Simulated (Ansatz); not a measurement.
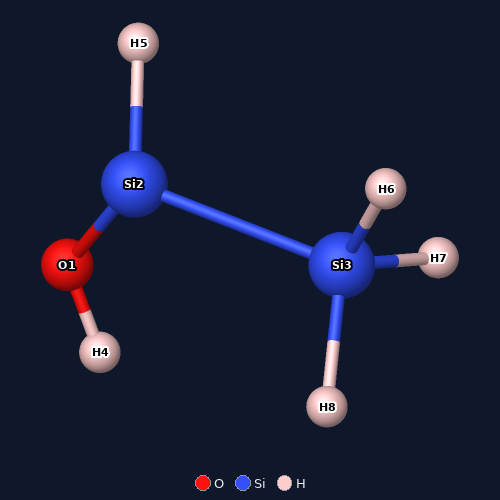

The system is H5OSi2, SMILES O[SiH][SiH3], spin multiplicity 2; the picture shows the grid point nearest to the relaxed geometry. Two internal coordinates are moved rigidly from the geometry relaxed at PBE0-D4/def2-TZVP, all others fixed. Coordinates scanned: (1) bond Si3–H7; (2) torsion H4–O1–Si2–Si3. The scan uses a 5 × 5 grid. Points are written as (first, second). Energies are in kcal/mol, from the lowest grid point. The calculation used Ansatz 0.2.0, UKS PBE0-D4/def2-TZVPP.

Its coordinates:

```yaml
atoms:
  - { symbol: O, position_ang: [-0.9291, 0.9384, -1.7171] }
  - { symbol: Si, position_ang: [0.0904, 1.1340, -0.4250] }
  - { symbol: Si, position_ang: [-0.5014, -0.1232, 1.4626] }
  - { symbol: H, position_ang: [-1.8059, 0.5984, -1.5303] }
  - { symbol: H, position_ang: [1.4411, 0.7945, -0.9544] }
  - { symbol: H, position_ang: [0.4508, 0.2114, 2.5557] }
  - { symbol: H, position_ang: [-0.4954, -1.4871, 1.2660] }
  - { symbol: H, position_ang: [-1.8725, 0.2746, 1.8868] }
```

Range: bond Si3–H7 from 1.223 to 2.162 Å; torsion H4–O1–Si2–Si3 from 92 to 380°.

Q: What will the energy surface look like?

A: The lowest grid point is at (1.604 Å, 380°). Other grid points that lie below all their neighbours: (1.604 Å, 236°) (0.40 kcal/mol higher). The highest grid point, (2.162 Å, 308°), lies 37.2 kcal/mol above the lowest.

```csv
"torsion H4–O1–Si2–Si3 ↓, bond Si3–H7 →",1.223,1.378,1.604,1.869,2.162
380,19.7,0.9,0.0,14.4,35.0
308,21.8,3.0,2.1,16.5,37.2
236,20.0,1.2,0.4,14.9,35.5
164,20.4,1.6,0.9,15.5,36.3
92,19.8,1.1,0.3,14.8,35.6
```

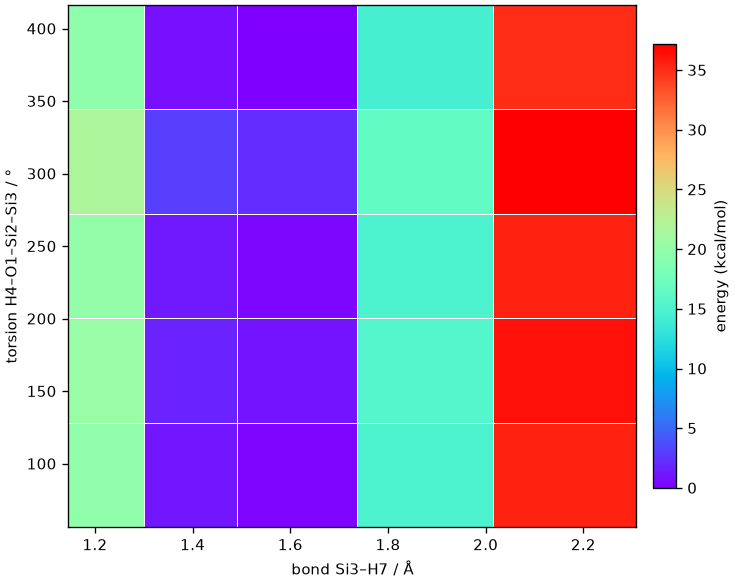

In the figure: one coloured cell a grid point.
